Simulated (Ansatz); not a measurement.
# Does disorder add resistance in series? Al(111) layers displaced at 900 K

Two lengths of the disordered region are known. What area resistance does the third give?

**Method.** Ansatz 0.2.0, plane waves with PAW datasets at their recommended cutoffs (420 eV for most), Fermi-Dirac smearing; ballistic transmission by layer matching. The area resistance is RA = A (h/2e²)(1/T − 1/N), with T the zone-mean transmission per spin and N the lead's channels, both averaged over a few energies near the Fermi level; for magnets each spin is taken apart, with h/e², and the two conduct in parallel. Lateral cell 2x2, PBE, a fresh random draw for each length. Atoms are displaced independently, by 0.163 Å r.m.s. per direction; each RA is scaled by the nominal over the drawn mean square displacement.

Results; the value marked ? is to be predicted:

```
length (Å)  channels N  RA (fΩ m²)
      9.35       5.430       0.142
      18.7       5.470       0.264
      28.0       5.463           ?
```

**Fit on the rows shown.**

Ohm's law makes RA linear in the length: the slope is (0.264 − 0.142)/(18.7 − 9.35) = 0.0132 fΩ m² per Å, or 13 µΩ cm. Then 0.264 + 0.0132 × 9.35. Predicted: 0.387 fΩ m².

**The withheld run.**

0.348 fΩ m², so the prediction is 11 % too high. The three lengths together give 11 µΩ cm. The two increments are 0.12 and 0.083 fΩ m²; with one draw for each length, their difference can't be told from scatter.

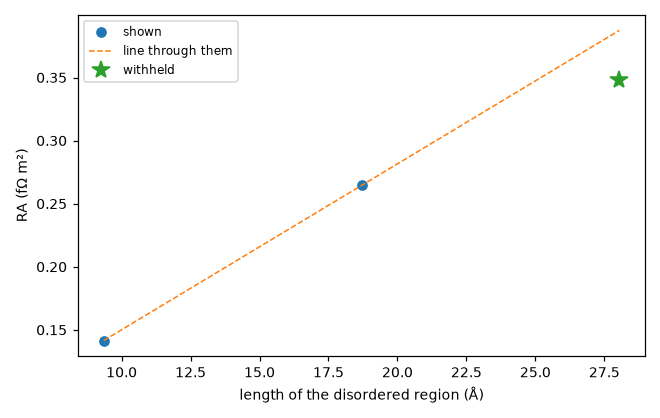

Area resistance against length.

Caveats: The scatterers repeat sideways with the small cell. The slope is a raw one; a model of isotropic scattering puts it 1.07 times the bulk value over these lengths.

[Logs are printed without paths, hosts, clocks, repeated set-up lines and the standing remarks that a program may print on its own settings, such as how far it seeks lower states.]
